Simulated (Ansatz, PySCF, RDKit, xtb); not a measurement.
# CHPSn: a search for the lowest isomer, part 2 of 2

Given the formula CHPSn and nothing else, which arrangement of the atoms is the most stable in the gas at 298.15 K, and what are its properties?

xtb, Ansatz and PySCF; isolated molecules.

### 12 Density, orbitals and dipole (PBE0/def2-TZVPD)

File input.yaml:

```yaml
crystal:
  periodic: [false, false, false]
  atoms:
    - symbol: C
      position_ang: [0.256138, -0.371527, 2.381830]
    - symbol: P
      position_ang: [-0.236006, -0.714478, 0.801326]
    - symbol: Sn
      position_ang: [2.127184, 0.039136, 1.405353]
    - symbol: H
      position_ang: [-0.275826, -0.400908, 3.342334]
basis:
  gaussian:
    orbitals: def2-TZVPD
hamiltonian:
  xc: {name: PBE0}
output: {forces: true, orbitals: {seedname: orbitals}}
```

Launch:

```sh
$ ansatz run input.yaml --threads 1 --pin off --max-ram 2610MiB --events-out events.jsonl --progress --plain --runs-dir runs
```

Log (excerpt; [...] marks lines left out):

```text
Warning: RAYON_NUM_THREADS=1 ignored (pool sized by the plan → 1); use --threads N
Functional definition: PBE0
  name "PBE0"
[...]
1005 factors; their error is unknown
[...]
mean field -16168.42886401 eV, -594.1788013978 hartree, gradient 4.7e-5 eV, S^2 0.000000; 0 other end points of the search recorded, 0 dependent functions left out
[...]
reference -16168.42889236 eV, -594.1788024393 hartree; 22, 22 occupied and 123, 123 virtual orbitals, 1005 factors
Total energy: -16168.42889236 eV, -594.1788024393 hartree
Atom 0 at     0.256138    -0.371527     2.381830 Å, force    -0.073116    -0.051375    -0.239537 eV/Å
Atom 1 at    -0.236006    -0.714478     0.801326 Å, force     0.466437     0.204165     0.552900 eV/Å
Atom 2 at     2.127184     0.039136     1.405353 Å, force    -0.593775    -0.162503     0.058488 eV/Å
Atom 3 at    -0.275826    -0.400908     3.342334 Å, force     0.200453     0.009713    -0.371851 eV/Å
Dipole moment:     0.259507     0.089496     0.118952 e Å
```

Run time: 9.6 s. Hardware: 1 thread of Intel Xeon at 2.50GHz (Skylake/Cascade Lake), shared host.

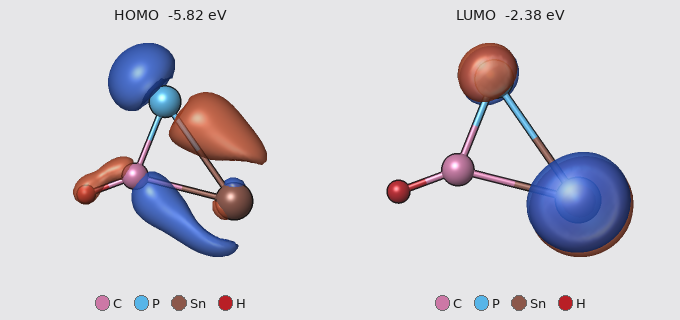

Frontier orbitals of this run, surfaces at ±0.2 Å^-3/2.

### 13 Frequencies after a tight-binding relaxation (GFN2-xTB)

File start.xyz:

```xyz
4
c049a
C      0.256138    -0.371527     2.381830
P     -0.236006    -0.714478     0.801326
Sn     2.127184     0.039136     1.405353
H     -0.275826    -0.400908     3.342334
```

Launch:

```sh
$ xtb start.xyz --gfn 2 --ohess tight
```

Log (excerpt; [...] marks lines left out):

```text
* xtb version 6.7.1
[...]
          :  # basis functions                  25          :
[...]
          :  # electrons                        14          :
[...]
          :  Hamiltonian                  GFN2-xTB          :
[...]
          :  net charge                          0          :
          :  unpaired electrons                  0          :
[...]
   *** convergence criteria satisfied after 15 iterations ***
[...]
   *** GEOMETRY OPTIMIZATION CONVERGED AFTER 9 ITERATIONS ***
[...]
   *** convergence criteria satisfied after 3 iterations ***
[...]
         ::                     SUMMARY                     ::
         :::::::::::::::::::::::::::::::::::::::::::::::::::::
         :: total energy              -7.221533038452 Eh    ::
         :: gradient norm              0.000015772923 Eh/a0 ::
         :: HOMO-LUMO gap              1.891457105653 eV    ::
         ::.................................................::
         :: SCC energy                -7.275572559138 Eh    ::
         :: -> isotropic ES            0.001556919898 Eh    ::
         :: -> anisotropic ES          0.000914931149 Eh    ::
         :: -> anisotropic XC          0.002416807475 Eh    ::
         :: -> dispersion             -0.002945100896 Eh    ::
         :: repulsion energy           0.054039520686 Eh    ::
         :: add. restraining           0.000000000000 Eh    ::
         :: total charge               0.000000000000 e     ::
         :::::::::::::::::::::::::::::::::::::::::::::::::::::
[...]
         7        2.0000           -0.3368405              -9.1659 (HOMO)
         8                         -0.2673308              -7.2744 (LUMO)
[...]
     #   Z          covCN         q      C6AA      α(0)
     1   6 C        2.738    -0.134    31.412     9.176
Molecule has the following symmetry elements: (sigma)
It seems to be the Cs point group
     2  15 P        1.865    -0.041   181.523    25.452
     3  50 Sn       1.820     0.142   463.919    46.274
     4   1 H        0.926     0.034     2.528     2.486
[...]
          | TOTAL ENERGY               -7.221533038433 Eh   |
          | TOTAL ENTHALPY             -7.202108760134 Eh   |
          | TOTAL FREE ENERGY          -7.234683469411 Eh   |
          | GRADIENT NORM               0.000015969232 Eh/α |
[...]
```

Run time: 0.25 s. Hardware: 1 thread of Intel Xeon at 2.50GHz (Skylake/Cascade Lake), shared host.

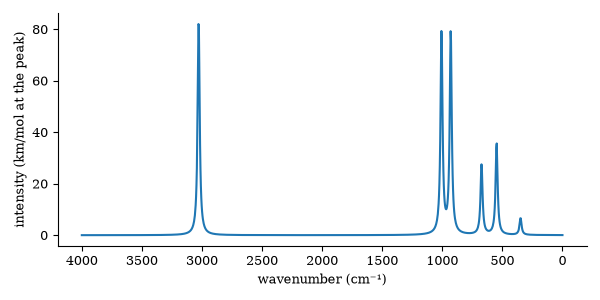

Harmonic infrared spectrum, unscaled, lines broadened by 10 cm⁻¹.

### 14 Electronic excitations (TD-CAM-B3LYP/def2-SVPD)

An in-house driver calls PySCF's response routines at TD-CAM-B3LYP/def2-SVPD; it has no typed input.

Log:

```text
coarse grid: 22096 points
cycle   1  E = -591.6279085594  dE = -2.031e+01  |g| = 2.861e+00  |ddm| = 8.766e+00
cycle   2  E = -535.9861633031  dE =  5.564e+01  |g| = 1.106e+01  |ddm| = 8.132e+01
cycle   3  E = -593.9411668368  dE = -5.796e+01  |g| = 6.991e-01  |ddm| = 8.143e+01
cycle   4  E = -594.0136415981  dE = -7.247e-02  |g| = 5.970e-01  |ddm| = 1.970e+00
cycle   5  E = -594.1396592119  dE = -1.260e-01  |g| = 1.115e-01  |ddm| = 8.656e-01
cycle   6  E = -594.1420800900  dE = -2.421e-03  |g| = 6.771e-02  |ddm| = 1.928e-01
cycle   7  E = -594.1437606689  dE = -1.681e-03  |g| = 1.091e-02  |ddm| = 1.075e-01
cycle   8  E = -594.1438250991  dE = -6.443e-05  |g| = 2.726e-03  |ddm| = 2.404e-02
cycle   9  E = -594.1438346031  dE = -9.504e-06  |g| = 9.100e-04  |ddm| = 1.126e-02
final grid: 42552 points
cycle  10  E = -594.1438148211  dE = -1.145e-06  |g| = 7.202e-04  |ddm| = 3.418e-03
cycle  11  E = -594.1438149340  dE = -1.129e-07  |g| = 9.417e-04  |ddm| = 2.976e-03
cycle  12  E = -594.1438152556  dE = -3.216e-07  |g| = 1.619e-04  |ddm| = 1.269e-03
cycle  13  E = -594.1438152868  dE = -3.127e-08  |g| = 1.427e-04  |ddm| = 5.908e-04
cycle  14  E = -594.1438153011  dE = -1.429e-08  |g| = 2.006e-05  |ddm| = 4.989e-04
cycle  15  E = -594.1438153013  dE = -1.737e-10  |g| = 4.582e-06  |ddm| = 4.087e-05
converged SCF energy = -594.1438153013

Static polarisability (au): isotropic 80.102, principal 55.199 71.924 113.185

Singlet excitations
state   eV       nm        f      main configurations
  1   2.0401    607.7   0.00001   H->L 0.96
  2   2.6312    471.2   0.00009   H->L+1 0.97
  3   3.7605    329.7   0.02355   H-1->L 0.95
  4   4.1575    298.2   0.05554   H->L+2 0.58, H-2->L 0.38
  5   4.1909    295.8   0.00377   H-1->L+1 0.93
  6   4.9818    248.9   0.00300   H->L+3 0.60, H->L+4 0.20, H-2->L+1 0.09
  7   5.1006    243.1   0.02974   H-1->L+2 0.49, H-2->L+1 0.19, H-2->L 0.15
  8   5.4057    229.4   0.11753   H-2->L 0.27, H->L+4 0.24, H->L+2 0.18

Triplet excitations (Tamm-Dancoff, eV): 1.6207 2.2388 3.0035
```

It took 13 s on 1 thread of Intel Xeon at 2.50GHz (Skylake/Cascade Lake), shared host.

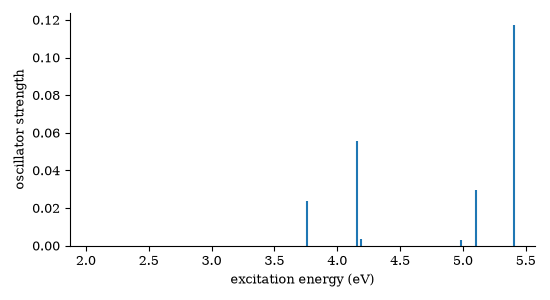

Vertical excitations as sticks.

The roots found:

```
excited state  energy (eV)  strength
            1        2.040    0.0000
            2        2.631    0.0001
            3        3.760    0.0236
            4        4.157    0.0555
            5        4.191    0.0038
            6        4.982    0.0030
            7        5.101    0.0297
            8        5.406    0.1175
```

### 15 The cation at the same geometry (PBE0/def2-TZVPD)

File input.yaml:

```yaml
crystal:
  periodic: [false, false, false]
  atoms:
    - {symbol: C, position_ang: [0.256138, -0.371527, 2.381830]}
    - {symbol: P, position_ang: [-0.236006, -0.714478, 0.801326]}
    - {symbol: Sn, position_ang: [2.127184, 0.039136, 1.405353]}
    - {symbol: H, position_ang: [-0.275826, -0.400908, 3.342334]}
basis:
  gaussian:
    orbitals: def2-TZVPD
total_charge: 1
magnetization:
  spin_polarized: true
  initial_magnetization: 1
hamiltonian:
  xc: {name: PBE0}
```

Launch:

```sh
$ ansatz run input.yaml --threads 1 --pin off --max-ram 2610MiB --events-out events.jsonl --progress --plain --runs-dir runs
```

Log:

```text
Warning: RAYON_NUM_THREADS=1 ignored (pool sized by the plan → 1); use --threads N
[... 2 set-up lines as earlier in the session ...]
  parameter a = 0.25
  parameter kappa = 0.804
  parameter beta = 0.06672455060314922
  exchange = (1 - a)*pbe_x(kappa = kappa, mu = beta*pi^2/3) + a*exact_x
  correlation = pbe_c(beta = beta)
1005 factors; their error is unknown
mean field evaluation 1: about -16138.7961 eV, gradient 6.6e1 eV
mean field evaluation 2: about -16031.2020 eV, gradient 1.1e2 eV
mean field evaluation 4: about -16159.9690 eV, gradient 1.1e1 eV
mean field evaluation 8: about -16160.5490 eV, gradient 2.5e-1 eV
mean field evaluation 16: about -16160.6575 eV, gradient 7.6e-3 eV
mean field -16160.65749510 eV, -593.8932088579 hartree, gradient 5.6e-5 eV, S^2 0.757522; 0 other end points of the search recorded, 0 dependent functions left out
reference -16160.65752445 eV, -593.8932099364 hartree; 22, 21 occupied and 123, 124 virtual orbitals, 1005 factors
Total energy: -16160.65752445 eV, -593.8932099364 hartree
```

Wall time 16 s (1 thread of Intel Xeon at 2.50GHz (Skylake/Cascade Lake), shared host).

Difference from the parent: 7.77 eV.

### 16 The anion at the same geometry (PBE0/def2-TZVPD)

File input.yaml:

```yaml
crystal:
  periodic: [false, false, false]
  atoms:
    - symbol: C
      position_ang: [0.256138, -0.371527, 2.381830]
    - symbol: P
      position_ang: [-0.236006, -0.714478, 0.801326]
    - symbol: Sn
      position_ang: [2.127184, 0.039136, 1.405353]
    - symbol: H
      position_ang: [-0.275826, -0.400908, 3.342334]
basis:
  gaussian:
    orbitals: def2-TZVPD
total_charge: -1
magnetization:
  spin_polarized: true
  initial_magnetization: 1
hamiltonian:
  xc: pbe0
scf:
  lower_state_search: off
```

Launch:

```sh
$ ansatz run input.yaml --threads 1 --pin off --max-ram 2610MiB --events-out events.jsonl --progress --plain --runs-dir runs
```

Log (excerpt; [...] marks lines left out):

```text
Warning: RAYON_NUM_THREADS=1 ignored (pool sized by the plan → 1); use --threads N
[... 2 set-up lines as earlier in the session ...]
[...]
1005 factors; their error is unknown
[...]
mean field -16169.17456444 eV, -594.2062053832 hartree, gradient 1.4e-6 eV, S^2 0.777349; 0 other end points of the search recorded, 0 dependent functions left out
reference -16169.17459032 eV, -594.2062063341 hartree; 23, 22 occupied and 122, 123 virtual orbitals, 1005 factors
Total energy: -16169.17459032 eV, -594.2062063341 hartree
Checks for a lower state left out: stability, starts, cluster_reference, orbital_swaps, neighbouring_geometries, increment
```

Wall time 13 s (1 thread of Intel Xeon at 2.50GHz (Skylake/Cascade Lake), shared host).

Parent less the species with the added electron: 0.75 eV.

### 17 The triplet at the same geometry (PBE0/def2-TZVPD)

File input.yaml:

```yaml
crystal:
  periodic: [false, false, false]
  atoms:
    - {symbol: C, position_ang: [0.256138, -0.371527, 2.381830]}
    - {symbol: P, position_ang: [-0.236006, -0.714478, 0.801326]}
    - {symbol: Sn, position_ang: [2.127184, 0.039136, 1.405353]}
    - {symbol: H, position_ang: [-0.275826, -0.400908, 3.342334]}
basis:
  gaussian: {orbitals: def2-TZVPD}
magnetization: {spin_polarized: true, initial_magnetization: 2}
hamiltonian: {xc: {name: PBE0}}
```

Launch:

```sh
$ ansatz run input.yaml --threads 1 --pin off --max-ram 2610MiB --events-out events.jsonl --progress --plain --runs-dir runs
```

Log (excerpt; [...] marks lines left out):

```text
Warning: RAYON_NUM_THREADS=1 ignored (pool sized by the plan → 1); use --threads N
[... 7 set-up lines as earlier in the session ...]
1005 factors; their error is unknown
mean field evaluation 1: about -16154.5127 eV, gradient 4.8e1 eV
mean field evaluation 2: about -16086.2903 eV, gradient 9.7e1 eV
mean field evaluation 4: about -16165.0258 eV, gradient 1.5e1 eV
mean field evaluation 8: about -16166.7263 eV, gradient 1.2e0 eV
mean field evaluation 16: about -16166.8739 eV, gradient 1.2e-2 eV
mean field evaluation 32: about -16166.6422 eV, gradient 1.4e0 eV
mean field -16166.87391346 eV, -594.1216580190 hartree, gradient 2.5e-5 eV, S^2 2.048009; 4 other end points of the search recorded, 0 dependent functions left out
reference -16166.87394298 eV, -594.1216591036 hartree; 23, 21 occupied and 122, 124 virtual orbitals, 1005 factors
Total energy: -16166.87394298 eV, -594.1216591036 hartree
```

Wall time 23 s (1 thread of Intel Xeon at 2.50GHz (Skylake/Cascade Lake), shared host).

It lies 1.55 eV above the singlet.

### 18 Stability of the closed-shell solution (PBE0/def2-SVP)

Changes to start.xyz since step 13:

```diff
@@ -1,3 +1,3 @@
 4
-c049a
+CHPSn
 C      0.256138    -0.371527     2.381830
```

File run.py:

```python
from pyscf import gto, dft

mol = gto.M(
    atom='start.xyz',
    verbose=3,
    max_memory=1860,
    ecp={'Sn': 'def2-svp'},
    basis='def2-svp',
)

mf = dft.RKS(mol, xc='pbe0')
mf = mf.density_fit(auxbasis='def2-universal-jkfit')
mf.grids.level = 3
mf.max_cycle = 100
mf.kernel()
if not mf.converged:
    mf = mf.newton().run(mf.mo_coeff, mf.mo_occ)

e_tot = mf.e_tot
print('E(%s) = %.9f' % ('PBE0', e_tot))
mo_i, mo_e, stable_i, stable_e = mf.stability(internal=True, external=True, return_status=True)
print('stable: internal', stable_i, 'external', stable_e)
```

Launch:

```sh
$ OMP_NUM_THREADS=1 python run.py
```

Log:

```text
converged SCF energy = -594.010267550667
E(PBE0) = -594.010267551
<class 'pyscf.df.df_jk.DFRKS'> wavefunction is stable in the internal stability analysis
<class 'pyscf.df.df_jk.DFRKS'> wavefunction is stable in the real -> complex stability analysis
<class 'pyscf.df.df_jk.DFRKS'> wavefunction is stable in the RHF/RKS -> UHF/UKS stability analysis
stable: internal True external True
```

Run time: 57 s. Hardware: 1 thread of Intel Xeon at 2.50GHz (Skylake/Cascade Lake), shared host.

### 19 Outcome

The summary covers parts 1 to 2.

| quantity | value |
| --- | --- |
| lowest structure found | [CH]1[P][Sn]1 ‡, singlet, Cs |
| next finalist | P#[C][SnH], singlet, 18.6 kcal/mol higher in G |
| share at equilibrium, among the finalists | 100.0 % |
| funnel | 25 starts, 9 minima at GFN2-xTB, 7 screening runs, 3 relaxed, 3 ranked |
| CPU time of all runs | 13 min |
| harmonic wavenumbers, lowest and highest (r2SCAN-D4/def2-SVP) | 310 and 3157 cm⁻¹ |
| rotational constants, same geometry | 0.6731, 0.09482, 0.08311 cm⁻¹ |
| dipole moment (PBE0/def2-TZVPD) | 1.44 D |
| HOMO energy (PBE0/def2-TZVPD) | -5.82 eV |
| LUMO energy (PBE0/def2-TZVPD) | -2.38 eV |
| HOMO–LUMO gap (PBE0/def2-TZVPD) | 3.43 eV |
| lowest excitation (TD-CAM-B3LYP/def2-SVPD) | 2.04 eV (f = 0.000) |
| strongest of the states computed, same level | 5.41 eV (f = 0.118) |
| lowest triplet excitation, same level, Tamm-Dancoff | 1.62 eV |
| vertical ionisation energy | 7.77 eV |
| vertical electron affinity | 0.75 eV |
| vertical triplet less singlet | +1.55 eV |

What this shows: The search ends on `[CH]1[P][Sn]1` ‡. Among the finalists first place is clear (18.6 kcal/mol); structures outside the list aren't covered. GFN2-xTB, HF/STO-3G, r2SCAN-D4/def2-SVP, r2SCAN-D4/def2-SVP, relaxed, HF/def2-TZVPP and MP2/def2-TZVPP already put its bonding pattern lowest among the structures in one piece. The largest share of the time went into the vibrations (25 %). Spin-orbit coupling, which matters for elements this heavy, is left out. Lowest found is not proven lowest: the search is finite, and each finalist counts with one conformer.

‡ marks the bonded skeleton alone, with all bonds drawn single: no Lewis structure was assigned that passes a check against the bond lengths.
